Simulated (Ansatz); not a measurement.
# PdAu4 (element-swapped structure): how the settings move a single-point run

Question: which choices in the input matter for PdAu4 (element-swapped structure)?

Program: Ansatz 0.2.0. Level of theory: reference: DFT r2SCAN, plane waves, PAW, scalar-relativistic, no spin polarisation. These are calculated values, not measurements.

1 further run of the same task is left out (set aside as unsound or not needed).

## Step 1: The starting structure

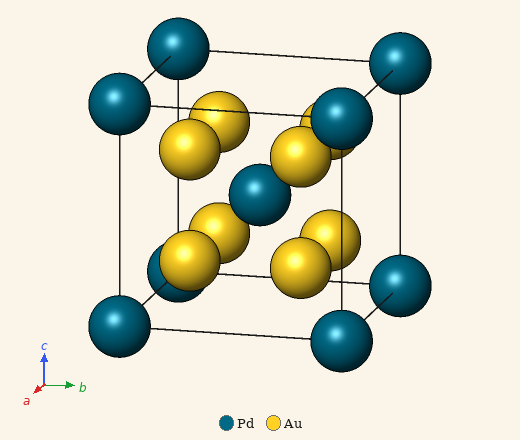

Start, viewed slightly off an axis; palladium blue, gold amber. Atoms on the faces are drawn again on the opposite ones. The cell drawn here is the conventional one.

Structure file:

```xyz
5
Lattice="-2.8142 2.8142 2.8142 2.8142 -2.8142 2.8142 2.8142 2.8142 -2.8142" Properties=species:S:1:pos:R:3 pbc="T T T"
Pd    0.0000    0.0000    0.0000
Au    1.4071    1.4071    1.4071
Au   -1.4071    1.4071    1.4071
Au    1.4071    1.4071   -1.4071
Au    1.4071   -1.4071    1.4071
```

## Step 2: Reference

File input.yaml:

```yaml
crystal:
  lattice:
    - [-2.81420972, 2.81420972, 2.81420972]
    - [2.81420972, -2.81420972, 2.81420972]
    - [2.81420972, 2.81420972, -2.81420972]
  atoms:
    - { symbol: Pd, position: [0.0, 0.0, 0.0] }
    - { symbol: Au, position: [0.5, 0.5, 0.5] }
    - { symbol: Au, position: [0.5, 0.0, 0.0] }
    - { symbol: Au, position: [0.0, 0.0, 0.5] }
    - { symbol: Au, position: [0.0, 0.5, 0.0] }
  symmetry: { tolerance: 0.0003 }
kpoints:
  mp_grid: { grid: [5, 5, 5], shift: [0, 0, 0] }
magnetization:
  spin_polarized: false
scf:
  occupations: { method: fermi_dirac }
hamiltonian:
  pseudopotentials: { kind: paw }
  xc: r2scan
basis:
  ecutwfc: 500
output:
  forces: true
  stress: true
  eigenvalues: true
  write_density: true
  write_potential: true
  elf: true
  volumetric_format: npy
```

Command:

```sh
$ ansatz run input.yaml --threads 1 --pin off --max-ram 2560MiB --backend cpu --events-out ev --progress --plain --runs-dir out
```

The log of the run, cut to the lines that bear on the results:

```text
Warning: RAYON_NUM_THREADS=1 ignored (pool sized by the plan → 1); use --threads N
[...]
Pseudopotentials: kind: paw
Pseudopotential: Pd, paw, valence charge 18, recommended cutoff 500 eV (meta_gga), Pd.paw.azcp
Pseudopotential: Au, paw, valence charge 19, recommended cutoff 500 eV (meta_gga), Au.paw.azcp
Functional definition: r2SCAN
[...]
Crystal: 5 atoms, lattice volume = 89.152 Å³
Basis set: ecut = 500 eV, 2243 PW (Γ), exchange–correlation on 144×144×144 points (64 copies of the dense FFT grid, shifted against one another)
Bands: 57, of which v1, the nominal top of the filled ones, is band 47 counted from 1 (46 counted from 0)
Symmetry: 48 space group operations
Space group: Im-3m (ITA 229), of the structure as read, at distance tolerance 1.3e-3 Å
k-points: 10 of 125
[...]
SCF iter   1: F=—  HF=-59636.677708 eV  |F-HF|=—  |Δ(HF+E_count)|=         —  Δρ=1.72e-2  dr2=2.32e-1  dr2_τ=7.29e-2  ethr=1.77e-3  ⟨swp⟩=5.4  Hψ=2082  notcnv=0  defer=14
[...]
SCF iter   7: F=-59636.642717 eV  HF=-59636.642717 eV  |F-HF|=1.50e-8  |Δ(HF+E_count)|=   4.56e-8  Δρ=3.84e-6  dr2=2.06e-8  dr2_τ=1.22e-9  ethr=1.06e-10  ⟨swp⟩=14.5  Hψ=4143  notcnv=0
[...]
SCF converged after 7 iterations
Free energy (F): -59636.642717 eV
[...]
E sigma→0 (E₀):  -59636.598248 eV
Entropy (-TS):   -0.088937 eV (-17.787 meV/atom)
Fermi energy:    18.252684 eV
[...]
--- Forces (eV/Å), atoms counted from 1 ---
  atom   1  Pd    -0.00000000     0.00000000     0.00000000
  atom   2  Au     0.00000000    -0.00000000     0.00000000
  atom   3  Au     0.00000000    -0.00000000    -0.00000000
  atom   4  Au     0.00000000    -0.00000000    -0.00000000
  atom   5  Au     0.00000000     0.00000000     0.00000000
[...]
--- Stress (GPa, compression-positive) ---
       30.583801      -0.000000      -0.000000
        0.000000      30.583801      -0.000000
       -0.000000       0.000000      30.583801
  P = ⅓ Tr σ = 30.5838 GPa (305.838 kbar)
--- Band table (eV; the first three rows and the last of 10) ---
[...]
```

Wall time 9.3 s (1 thread of Arm Neoverse V1, shared host); peak memory 0.55 GiB.

## Step 3: Changed: n_extra_bands 2, xc pbesol

input.yaml, as its differences from that of step 2:

```diff
@@ -18,5 +18,6 @@
   occupations: { method: fermi_dirac }
+  n_extra_bands: 2
 hamiltonian:
   pseudopotentials: { kind: paw }
-  xc: r2scan
+  xc: pbesol
 basis:
@@ -27,5 +28 @@
   eigenvalues: true
-  write_density: true
-  write_potential: true
-  elf: true
-  volumetric_format: npy
```

Command:

```sh
$ ansatz run input.yaml --threads 1 --pin off --max-ram 2560MiB --backend cpu --events-out ev --progress --plain --runs-dir out
```

The log of the run, cut to the lines that bear on the results:

```text
Warning: RAYON_NUM_THREADS=1 ignored (pool sized by the plan → 1); use --threads N
scf.n_extra_bands = 2 over 47 filled bands (N_el = 94.0): the run solves 49 bands
[...]
[... 1 set-up line as earlier in the session ...]
Pseudopotential: Pd, paw, valence charge 18, recommended cutoff 420 eV (normal), Pd.paw.azcp
Pseudopotential: Au, paw, valence charge 19, recommended cutoff 420 eV (normal), Au.paw.azcp
Functional definition: PBEsol
[...]
Crystal: 5 atoms, lattice volume = 89.152 Å³
Basis set: ecut = 500 eV, 2243 PW (Γ), exchange–correlation on 72×72×72 points (8 copies of the dense FFT grid, shifted against one another)
Bands: 49, of which v1, the nominal top of the filled ones, is band 47 counted from 1 (46 counted from 0)
[... 2 set-up lines as earlier in the session ...]
k-points: 10 of 125
[...]
SCF iter   1: F=—  HF=-58931.830072 eV  |F-HF|=—  |Δ(HF+E_count)|=         —  Δρ=7.71e-3  dr2=6.60e-2  ethr=1.77e-3  ⟨swp⟩=4.9  Hψ=1781  notcnv=0
[...]
SCF iter   7: F=-58931.818197 eV  HF=-58931.818197 eV  |F-HF|=1.75e-9  |Δ(HF+E_count)|=   5.42e-8  Δρ=1.87e-6  dr2=3.04e-9  ethr=1.06e-10  ⟨swp⟩=4.9  Hψ=1783  notcnv=0
[...]
SCF converged after 7 iterations
Free energy (F): -58931.818197 eV
[...]
E sigma→0 (E₀):  -58931.763772 eV
Entropy (-TS):   -0.108849 eV (-21.770 meV/atom)
Fermi energy:    18.201840 eV
[...]
--- Forces (eV/Å), atoms counted from 1 ---
  atom   1  Pd    -0.00000000    -0.00000000    -0.00000000
  atom   2  Au    -0.00000000     0.00000000     0.00000000
  atom   3  Au     0.00000000    -0.00000000    -0.00000000
  atom   4  Au     0.00000000     0.00000000    -0.00000000
  atom   5  Au     0.00000000    -0.00000000     0.00000000
[...]
--- Stress (GPa, compression-positive) ---
       25.869021       0.000000       0.000000
       -0.000000      25.869021      -0.000000
       -0.000000      -0.000000      25.869021
  P = ⅓ Tr σ = 25.8690 GPa (258.690 kbar)
--- Band table (eV; the first three rows and the last of 10) ---
[...]
```

Wall time 4.3 s (1 thread of Arm Neoverse V1, shared host); peak memory 0.37 GiB.

A change of functional puts the total energy on another scale; the pressure goes from 30.6 to 25.9 GPa. At this fixed cell a lower pressure means that this functional prefers a smaller volume than the reference.

## Step 4: Changing settings: preconditioner ldos, hubbard.sites [{species: Au, l: d, u_eff: 4.0}], hubbard.double_counting fll

input.yaml, as its differences from that of step 2:

```diff
@@ -18,2 +18,3 @@
   occupations: { method: fermi_dirac }
+  mixing: { preconditioner: ldos }
 hamiltonian:
@@ -21,2 +22,3 @@
   xc: r2scan
+  hubbard: { sites: [{ species: Au, l: d, u_eff: 4.0 }], double_counting: fll }
 basis:
```

Command:

```sh
$ ansatz run input.yaml --threads 1 --pin off --max-ram 2560MiB --backend cpu --events-out ev --progress --plain --runs-dir out
```

The log of the run, cut to the lines that bear on the results:

```text
Warning: RAYON_NUM_THREADS=1 ignored (pool sized by the plan → 1); use --threads N
Pd: projections on atomic orbitals take those of the free atom [Ar 3d10] 4s2 4p6 4d10, of charge +0.00 (hamiltonian.pseudopotentials.projection_atoms); the dataset's partial waves leave at most 1.0e-5 of an orbital's norm unspanned inside its sphere
Au: projections on atomic orbitals take those of the free atom [Kr 4d10 4f14] 5s2 5p6 5d10 6s1, of charge +0.00 (hamiltonian.pseudopotentials.projection_atoms); the dataset's partial waves leave at most 9.9e-5 of an orbital's norm unspanned inside its sphere
[...]
[... 4 set-up lines as earlier in the session ...]
[...]
Crystal: 5 atoms, lattice volume = 89.152 Å³
[...]
SCF iter   7: F=-59635.063537 eV  HF=-59635.063537 eV  |F-HF|=1.41e-8  |Δ(HF+E_count)|=   9.00e-8  Δρ=5.32e-6  dr2=2.50e-8  dr2_τ=4.40e-9  ethr=1.06e-10  ⟨swp⟩=14.0  Hψ=4342  notcnv=0
[...]
SCF converged after 7 iterations
Free energy (F): -59635.063537 eV
[...]
E sigma→0 (E₀):  -59635.037022 eV
Entropy (-TS):   -0.053028 eV (-10.606 meV/atom)
Fermi energy:    17.908504 eV
[...]
--- Forces (eV/Å), atoms counted from 1 ---
  atom   1  Pd    -0.00000000     0.00000000     0.00000000
  atom   2  Au     0.00000000    -0.00000000     0.00000000
  atom   3  Au     0.00000000    -0.00000000    -0.00000000
  atom   4  Au     0.00000000     0.00000000    -0.00000000
  atom   5  Au     0.00000000    -0.00000000     0.00000000
[...]
--- Stress (GPa, compression-positive) ---
       33.147378       0.000000       0.000000
       -0.000000      33.147378      -0.000000
       -0.000000      -0.000000      33.147378
  P = ⅓ Tr σ = 33.1474 GPa (331.474 kbar)
--- Band table (eV; the first three rows and the last of 10) ---
[...]
Occupation matrices written to <dir>
```

It took 11 s on 1 thread of Arm Neoverse V1, shared host; peak memory 0.59 GiB.

Changing the mixing and Hubbard U moves the energy by +315.8 meV/atom, and the pressure goes from 30.6 to 33.1 GPa. The U term adds an energy of its own, so the shift says nothing about which run is better.

## Step 5: Changed: mp_grid.shift [0.5, 0.5, 0.5], preconditioner kerker

input.yaml, as its differences from that of step 2:

```diff
@@ -13,3 +13,3 @@
 kpoints:
-  mp_grid: { grid: [5, 5, 5], shift: [0, 0, 0] }
+  mp_grid: { grid: [5, 5, 5], shift: [0.5, 0.5, 0.5] }
 magnetization:
@@ -18,2 +18,3 @@
   occupations: { method: fermi_dirac }
+  mixing: { preconditioner: kerker }
 hamiltonian:
```

Command:

```sh
$ ansatz run input.yaml --threads 1 --pin off --max-ram 2560MiB --backend cpu --events-out ev --progress --plain --runs-dir out
```

The log of the run:

```text
Warning: RAYON_NUM_THREADS=1 ignored (pool sized by the plan → 1); use --threads N
Engine: ansatz 0.2.0, aarch64-unknown-linux-gnu
[... 4 set-up lines as earlier in the session ...]
  parameter k0 = 0.174
  parameter k1 = 0.065
  parameter a1 = 4.9479
  exchange = r2scan_x(k0 = k0, k1 = k1, a1 = a1)
  correlation = r2scan_c
Crystal: 5 atoms, lattice volume = 89.152 Å³
Basis set: ecut = 500 eV, 2243 PW (Γ), exchange–correlation on 144×144×144 points (64 copies of the dense FFT grid, shifted against one another)
Bands: 57, of which v1, the nominal top of the filled ones, is band 47 counted from 1 (46 counted from 0)
[... 2 set-up lines as earlier in the session ...]
k-points: 10 of 125
Non-local potential: Pd, projectors of the file, l = 0: 2, l = 1: 2, l = 2: 2, l = 3: 1
Non-local potential: Au, projectors of the file, l = 0: 3, l = 1: 2, l = 2: 2, l = 3: 1
PAW form: soft (Blöchl's): semilocal exchange-correlation on the pseudo side does not see the compensation charge
PAW frozen core: Pd, regenerated for the run's functional (the file was generated under x = pbe(κ = 0.804, μ = 0.2195149727645171), c = pbe(β = 0.06672455060314922))
PAW frozen core: Au, regenerated for the run's functional (the file was generated under x = pbe(κ = 0.804, μ = 0.2195149727645171), c = pbe(β = 0.06672455060314922))
PAW one-centre angular grid: Pd, 590 points (default); XC on 160 Gauss nodes
PAW one-centre angular grid: Au, 590 points (default); XC on 160 Gauss nodes
Initial density: superposition of atomic densities (neutral atoms: chi_scale 0, normalization atom), corrected by the library's trained network
Initial wavefunctions: pseudopotential atomic-orbital guess
Functional: x = r2scan, c = r2scan; τ floored in thin density (d = 2e-4 eV/Å³)
SCF iter   1: F=—  HF=-59636.875124 eV  |F-HF|=—  |Δ(HF+E_count)|=         —  Δρ=1.65e-2  dr2=2.13e-1  dr2_τ=7.08e-2  ethr=1.77e-3  ⟨swp⟩=5.7  Hψ=2118  notcnv=0  defer=13
SCF iter   2: F=—  HF=-59636.844590 eV  |F-HF|=—  |Δ(HF+E_count)|=   3.05e-2  Δρ=7.07e-3  dr2=3.55e-2  dr2_τ=5.99e-3  ethr=2.27e-4  ⟨swp⟩=2.5  Hψ=956  notcnv=0  defer=25
SCF iter   3: F=—  HF=-59636.843412 eV  |F-HF|=—  |Δ(HF+E_count)|=   1.18e-3  Δρ=2.27e-3  dr2=4.14e-3  dr2_τ=1.72e-4  ethr=3.77e-5  ⟨swp⟩=2.0  Hψ=704  notcnv=0  defer=25
SCF iter   4: F=—  HF=-59636.843788 eV  |F-HF|=—  |Δ(HF+E_count)|=   3.75e-4  Δρ=1.11e-3  dr2=9.46e-4  dr2_τ=1.23e-4  ethr=4.40e-6  ⟨swp⟩=2.0  Hψ=987  notcnv=0  defer=25
SCF iter   5: F=—  HF=-59636.843704 eV  |F-HF|=—  |Δ(HF+E_count)|=   8.40e-5  Δρ=4.23e-4  dr2=1.29e-4  dr2_τ=8.65e-6  ethr=1.01e-6  ⟨swp⟩=2.0  Hψ=835  notcnv=0  defer=25
SCF iter   6: F=—  HF=-59636.843749 eV  |F-HF|=—  |Δ(HF+E_count)|=   4.48e-5  Δρ=2.08e-4  dr2=3.85e-5  dr2_τ=2.11e-6  ethr=1.37e-7  ⟨swp⟩=2.0  Hψ=812  notcnv=0  defer=25
SCF iter   7: F=—  HF=-59636.843707 eV  |F-HF|=—  |Δ(HF+E_count)|=   4.19e-5  Δρ=2.39e-5  dr2=4.28e-7  dr2_τ=2.37e-8  ethr=4.10e-8  ⟨swp⟩=2.0  Hψ=797  notcnv=0  defer=25
SCF iter   8: F=-59636.843707 eV  HF=-59636.843707 eV  |F-HF|=1.26e-8  |Δ(HF+E_count)|=   3.42e-7  Δρ=8.67e-6  dr2=7.04e-8  dr2_τ=5.67e-9  ethr=1.06e-10  ⟨swp⟩=14.8  Hψ=4163  notcnv=0
SCF 1 converged in 8 iterations: F = -59636.843707 eV  dr2 = 7.04e-8
SCF converged after 8 iterations
Free energy (F): -59636.843707 eV
Harris-Foulkes:  -59636.843707 eV  (|F-HF|=1.26e-8)
Internal energy: -59636.808343 eV  (E = F + TS)
E sigma→0 (E₀):  -59636.826025 eV
Entropy (-TS):   -0.035364 eV (-7.073 meV/atom)
Fermi energy:    18.160723 eV
--- Per-component energies (eV) ---
  E_band       = -1247.053733
  E_kinetic    = 2957.536490
  E_local      = -10458.688001  (includes V_loc(G=0)·N_el)
  E_nonlocal   = 519.340994
  E_hartree    = 4477.718303
  E_xc         = -1039.374558
  E_vxc        = -1470.183398  (∫ρ·V_xc dr)
  E_paw        = -42698.706895  (= ΣΔE_a)
  E_vpaw       = -1852.446875  (= ΣTr[D̂ρ^β])
  E_aug_tail   = 0.003066  (compensation charges beyond the density's cutoff)
  E_vtau       = 101.931689  (kinetic-family band-sum trace: ∫τ·v_τ [+ j·A + Jᵃ·Aᵃ] dr)
  E_ewald      = -13393.480359
  E_core_change = -1.157381  (= ΣΔE_core)
  E_smearing   = -0.035364  (= −TS)
  E_closure    = 0.000000  (closes the sum)
  Σ components = -59636.843707   (vs F -59636.843707, Δ=0.00e0)
--- Forces (eV/Å), atoms counted from 1 ---
  atom   1  Pd    -0.00000000    -0.00000000     0.00000000
  atom   2  Au     0.00000000     0.00000000     0.00000000
  atom   3  Au     0.00000000    -0.00000000    -0.00000000
  atom   4  Au     0.00000000    -0.00000000    -0.00000000
  atom   5  Au     0.00000000    -0.00000000     0.00000000
  max |Σ_I F_I| component: 5.57e-29 eV/Å
--- Stress (GPa, compression-positive) ---
       29.898656       0.000000      -0.000000
       -0.000000      29.898656       0.000000
        0.000000       0.000000      29.898656
  P = ⅓ Tr σ = 29.8987 GPa (298.987 kbar)
--- Band table (eV; the first three rows and the last of 10) ---
  k-point 0: bands = ["-89.0900", "-89.0791", "-89.0791", "-89.0791", "-68.8133", "-40.2271", "-40.2271", "-40.2158", "-40.0865", "-39.9346", "-39.9346", "-39.9341", "-39.8427", "-39.8420", "-39.8420", "-39.7895", "-39.7895", "-33.7898", "-33.7718", "-33.7718", "9.7725", "10.9429", "10.9429", "11.1914", "11.1914", "11.3093", "12.1789", "12.6905", "12.6905", "13.5112", "13.5112", "13.8799", "14.5786", "14.5786", "14.7536", "15.3857", "15.3857", "15.5159", "15.9329", "15.9329", "16.0627", "16.7522", "16.8564", "16.8564", "17.5876", "17.5876", "18.5856", "19.6837", "19.6837", "23.1766", "23.1766", "23.3389", "26.5009", "26.5009", "26.5925", "29.8994", "30.4329"]
  k-point 1: bands = ["-89.0866", "-89.0825", "-89.0792", "-89.0791", "-68.8136", "-40.2212", "-40.2019", "-40.1763", "-40.1243", "-39.9170", "-39.9162", "-39.8896", "-39.8679", "-39.8663", "-39.8342", "-39.8278", "-39.8078", "-33.8051", "-33.7861", "-33.7722", "10.4852", "11.3434", "11.5679", "11.8621", "11.9590", "12.3101", "12.8817", "13.2434", "13.2436", "13.3061", "13.5235", "13.7941", "13.9187", "14.0986", "14.4205", "14.6007", "14.6928", "15.0198", "15.0707", "15.2377", "15.3623", "15.4186", "15.8562", "16.7735", "16.7964", "17.0588", "17.2142", "18.8530", "19.7141", "24.2788", "24.2932", "25.5800", "27.3475", "28.2383", "28.5905", "28.8922", "28.9300"]
  k-point 2: bands = ["-89.0913", "-89.0791", "-89.0791", "-89.0779", "-68.8132", "-40.2418", "-40.2307", "-40.2307", "-40.0732", "-39.9516", "-39.9414", "-39.9414", "-39.8475", "-39.8311", "-39.8311", "-39.7820", "-39.7725", "-33.7717", "-33.7716", "-33.7716", "9.3559", "10.7773", "10.7773", "10.8605", "10.9108", "10.9320", "11.8640", "12.4611", "12.4974", "13.4773", "13.4773", "13.7635", "14.7294", "14.7294", "14.9983", "15.6117", "15.6117", "15.7925", "16.3653", "16.3653", "16.7720", "16.8334", "17.0216", "18.0025", "18.0025", "18.3696", "20.2020", "20.2020", "20.2653", "21.3726", "22.1791", "22.1791", "24.8094", "26.2437", "26.2437", "29.3009", "29.4573"]
  k-point 9: bands = ["-89.0851", "-89.0851", "-89.0851", "-89.0719", "-68.8142", "-40.2651", "-40.1534", "-40.1534", "-40.1534", "-39.9662", "-39.9662", "-39.8650", "-39.8650", "-39.8650", "-39.7842", "-39.7842", "-39.7842", "-33.8121", "-33.8121", "-33.8121", "11.6258", "11.6258", "11.6258", "12.3104", "12.3104", "12.3104", "12.7788", "12.7788", "12.7788", "14.1356", "14.1356", "14.2997", "14.2997", "14.2997", "14.3905", "14.3905", "14.3905", "14.6816", "14.6816", "14.6816", "15.4085", "15.6600", "16.0946", "16.0946", "17.1101", "17.1101", "18.8855", "18.8855", "19.1880", "19.1880", "19.1880", "27.0822", "27.0822", "27.0822", "28.3422", "28.6903", "33.4039"]
```

Run time: 9.5 s. Hardware: 1 thread of Arm Neoverse V1, shared host; peak memory 0.55 GiB.

Changing the k-point mesh and mixing moves the energy by -40.2 meV/atom, and the pressure goes from 30.6 to 29.9 GPa. The energy is not variational in the mesh, so the sign tells nothing. Of the settings changed, the mesh is the one that moves energies this far.

## Step 6: Comparison

| run | ending | energy change | pressure (GPa) | gap (eV) | force (eV/Å) | cycles | time |
| --- | --- | --- | --- | --- | --- | --- | --- |
| reference | converged | 0 | 30.6 | 0.00 | 0.00 | 7 | 9.3 s |
| 1: n_extra_bands 2, xc pbesol | converged | not comparable | 25.9 | 0.00 | 0.00 | 7 | 4.3 s |
| 2: preconditioner ldos, hubbard.sites [{species: Au, l: d, u_eff: 4.0}], hubbard.double_counting fll | converged | +315.8 meV/atom (U changed: no physical gain or loss) | 33.1 | 0.00 | 0.00 | 7 | 11 s |
| 3: mp_grid.shift [0.5, 0.5, 0.5], preconditioner kerker | converged | -40.2 meV/atom | 29.9 | 0.00 | 0.00 | 8 | 9.5 s |

Times don't compare one to one where runs were asked for different outputs or read a saved state (see the inputs); cycles may leave out searches for a lower state.

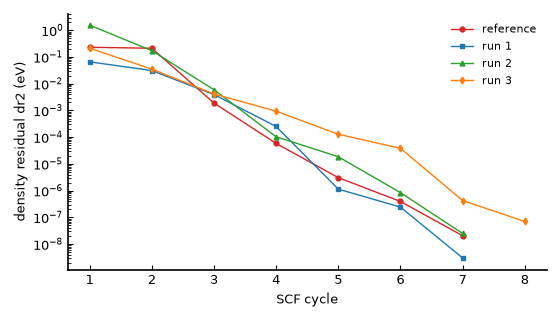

Residual by cycle in the longest SCF loop of each run; runs are numbered as in the table.

What this shows: «mp_grid.shift [0.5, 0.5, 0.5], preconditioner kerker» moves the energy by -40.2 meV/atom. A changed U is a change of model: its shifts are not errors of convergence. The structure is not at rest: the sound run finds 31 GPa, so these are no properties of the relaxed crystal. 

Caveats on the reference run: its mesh is coarse for a cell with so small a gap or none; the structure is made up and not relaxed.
